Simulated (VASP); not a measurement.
Band structure of CsI (CsCl type). Calculation: PBE GGA with D3 dispersion (zero damping), VASP's PBE PAW potentials (set 64) (plane waves; VASP).

Unless said otherwise, spin-orbit coupling is left out, though it shifts the bands of the heavy elements here.

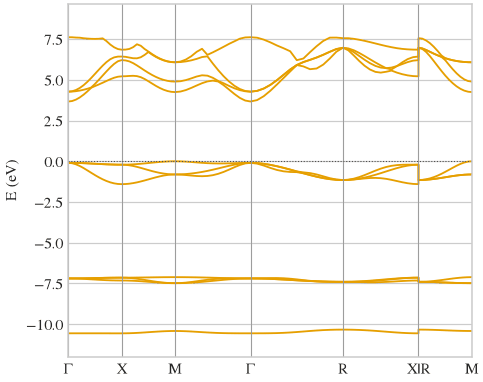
Bands along high-symmetry lines, zero at the valence-band maximum or, without a gap, the Fermi level

**Question.** Read the plot: is there a gap, and where are the band edges?

**Answer.** The gap is indirect, 3.67 eV, from the valence maximum at M to the conduction minimum at Γ. (Edges off the drawn lines would not show.)

Measured: gap 6.20 eV (computed value off by -2.53 eV), as given by Aguado et al., (1998), arXiv:cond-mat/9809176.

The compound is CsI in the CsCl type structure. It was relaxed first, which changed the volume by +7 %.
